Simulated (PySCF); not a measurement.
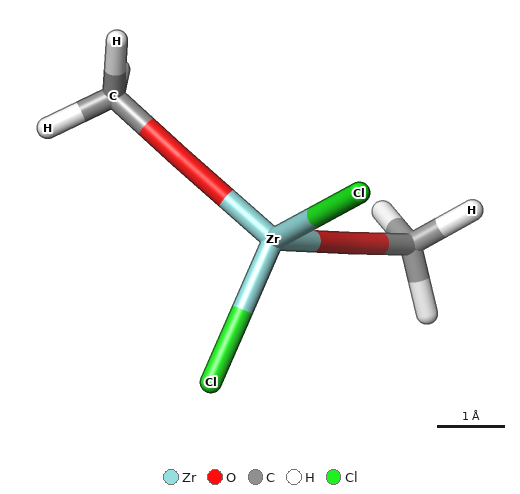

Figure 1. The input geometry (stick view, seen at a tilt). Sticks mark near contacts.

# Excited-state calculation of C2H6Cl2O2Zr

C2H6Cl2O2Zr (Zr(OMe)2Cl2), computed with TDDFT wB97X-D/def2-SVPD, vertical, gas phase, core orbitals frozen in the response (PySCF 2.14.0).

The geometry comes from this level: PBE0-D3(BJ)/def2-SVP. It belongs to a series of runs on one base structure; here: two ligands: Cl to OMe.

### Output
```
coarse grid: 56392 points
cycle   1  E = -1197.1676983724  dE = -5.774e+00  |g| = 1.162e+00  |ddm| = 7.141e+00
cycle   2  E = -1197.1900375793  dE = -2.234e-02  |g| = 1.196e+00  |ddm| = 3.622e+00
cycle   3  E = -1197.4957570178  dE = -3.057e-01  |g| = 1.636e-01  |ddm| = 1.750e+00
cycle   4  E = -1197.4990741102  dE = -3.317e-03  |g| = 1.017e-01  |ddm| = 4.142e-01
cycle   5  E = -1197.5013193683  dE = -2.245e-03  |g| = 2.403e-02  |ddm| = 1.592e-01
cycle   6  E = -1197.5014605570  dE = -1.412e-04  |g| = 2.404e-03  |ddm| = 5.418e-02
cycle   7  E = -1197.5014637429  dE = -3.186e-06  |g| = 8.436e-04  |ddm| = 8.174e-03
final grid: 114960 points
cycle   8  E = -1197.5046653452  dE = -7.353e-05  |g| = 2.424e-03  |ddm| = 1.274e-01
cycle   9  E = -1197.5046660920  dE = -7.468e-07  |g| = 1.783e-03  |ddm| = 1.221e-02
cycle  10  E = -1197.5046667335  dE = -6.415e-07  |g| = 6.745e-04  |ddm| = 3.045e-03
cycle  11  E = -1197.5046668217  dE = -8.816e-08  |g| = 2.099e-04  |ddm| = 1.950e-03
cycle  12  E = -1197.5046668320  dE = -1.027e-08  |g| = 4.766e-05  |ddm| = 5.131e-04
cycle  13  E = -1197.5046668326  dE = -6.426e-10  |g| = 1.616e-05  |ddm| = 1.101e-04
```

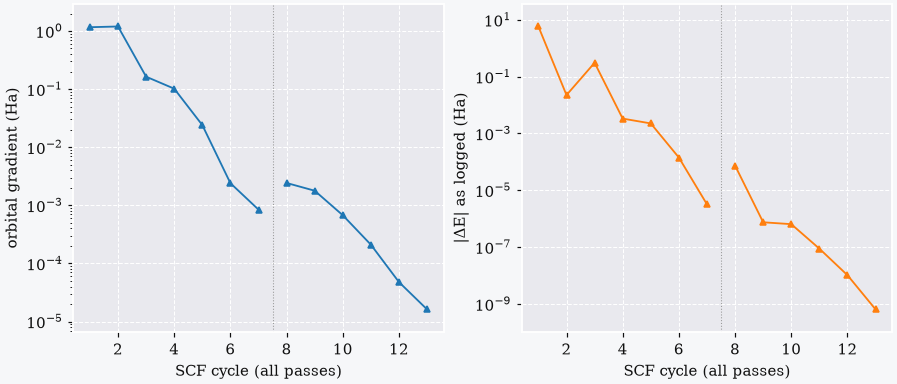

Figure 2. Convergence of the self-consistent field: orbital gradient and size of the energy change against the SCF cycle. The dotted line marks the change from a coarse to the final integration grid. The first 7 cycles use a coarse grid, the final grid takes over at cycle 8, and the field converges after 13 cycles in all.

```
converged SCF energy = -1197.5046668326

Static polarisability (au): isotropic 103.636, principal 100.491 101.718 108.700

Singlet excitations
state   eV       nm        f      main configurations
  1   6.2952    197.0   0.00002   H-1->L 0.90
  2   6.3695    194.7   0.00648   H->L 0.87
  3   6.4340    192.7   0.01657   H-2->L 0.64, H->L+1 0.26
  4   6.6098    187.6   0.01702   H->L+1 0.63, H-2->L 0.20
  5   6.7913    182.6   0.00570   H-1->L+1 0.38, H-4->L 0.26, H-5->L 0.24
  6   6.7947    182.5   0.00501   H-2->L+1 0.30, H-5->L 0.30, H-4->L 0.21
  7   6.8521    180.9   0.02048   H-3->L 0.73, H-5->L+1 0.10
  8   6.8664    180.6   0.02331   H-2->L+1 0.47, H-5->L 0.24
  9   6.8909    179.9   0.00025   H->L+3 0.65, H-4->L+1 0.20
 10   7.0984    174.7   0.01876   H-4->L 0.34, H-2->L+3 0.27, H-1->L+1 0.26

Triplet excitations (Tamm-Dancoff, eV): 6.0937 6.1465 6.1942 6.2922
Vertical ionisation energy (delta-SCF) = 10.6633 eV
```

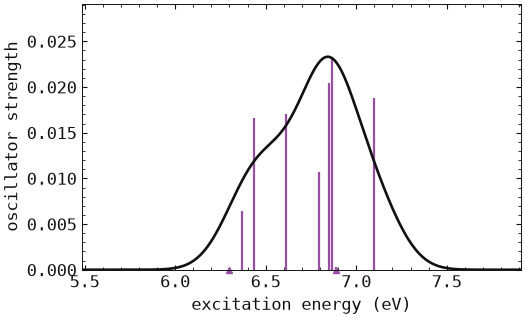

Figure 3. Computed excitations as sticks (degenerate states added up, dark ones marked on the axis), with a Gaussian envelope of 0.35 eV full width at half maximum, scaled to the tallest. Of the 10 states the lowest lies at 6.30 eV (f = 0.000); the strongest line is at 6.87 eV, or 181 nm (f = 0.023).

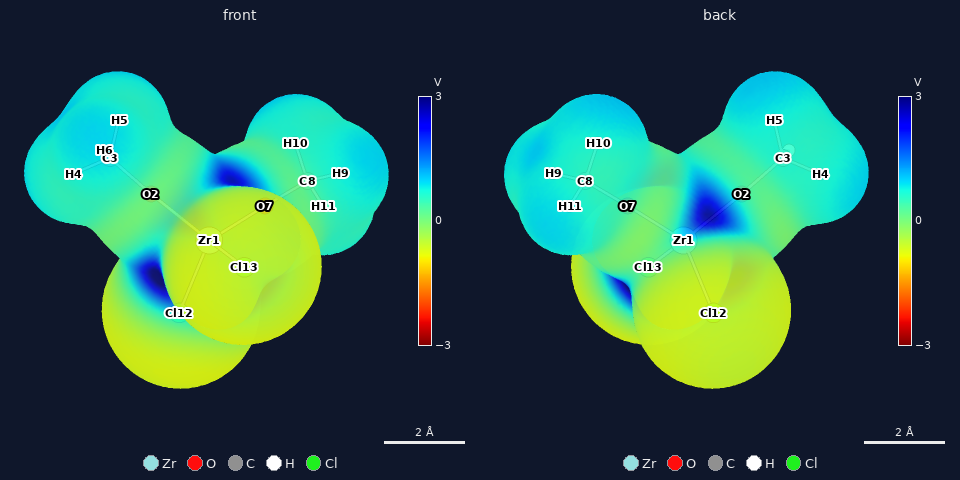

Figure 4. The molecular electrostatic potential painted on the density surface at 0.002 e/bohr³, seen at a tilt and from behind; red is negative and blue positive. Its dipole moment is 4.02 D.

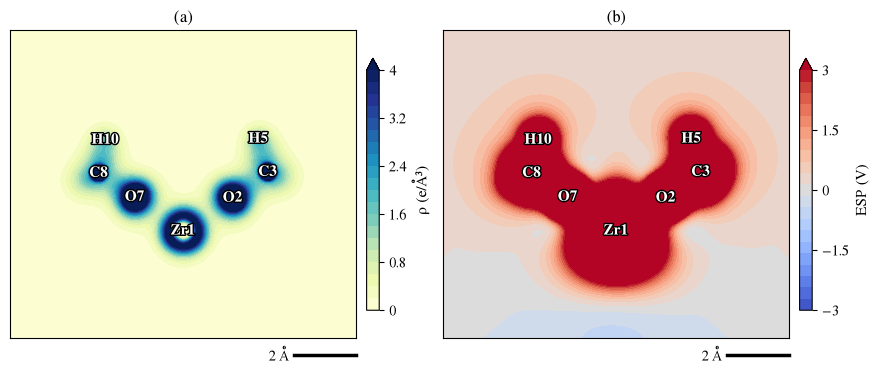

Figure 5. (a) electron density; (b) electrostatic potential on the plane of atoms O2, Zr1 and O7. The section cuts through Zr, O, C and H sites. Zr–O (1.89 Å): ρ is about 0.94 e/Å³ halfway. C–H (1.10 Å): ρ is about 2 e/Å³ halfway.

The run was set up as follows.

### Input file
```
{"job": {"kind": "uv", "xc": "wB97X-D", "basis": "def2-SVPD", "ip": true, "nstates": 10}, "charge": 0, "multiplicity": 1}
Zr    -0.892722     0.153196    -0.797366
O     -1.177915     0.068569     1.073319
C     -1.319948     0.002531     2.451755
H     -1.856898     0.890633     2.824893
H     -0.335551    -0.042461     2.947212
H     -1.894365    -0.894582     2.737168
O      0.943261     0.000401    -1.225600
C      2.276599    -0.164479    -1.571834
H      2.443479    -1.170816    -1.991464
H      2.928180    -0.041294    -0.690970
H      2.570874     0.581487    -2.328898
Cl    -1.675438     2.246210    -1.583808
Cl    -1.978925    -1.681514    -1.822217
```

The first line tells a small driver script what to run in PySCF; the rest is the geometry in Å.

Launch command:
```bash
OMP_NUM_THREADS=1 python <driver script> task.json out
```

### Results in brief

| quantity | value |
| --- | --- |
| outcome | converged |
| total energy | −1197.504667 hartree |
| HOMO | −10.56 eV |
| LUMO | 0.49 eV |
| dipole moment | 4.02 D |
| mean polarisability | 103.64 a.u. |
| vertical ionisation energy | 10.66 eV |
| lowest singlet excitation | 6.30 eV |
| hardware | 1 CPU thread, shared host |
| wall time | 5.9 min |
| peak memory | 1.3 GiB |

### Remarks

Spin–orbit coupling is left out, which matters for the heavy atoms.
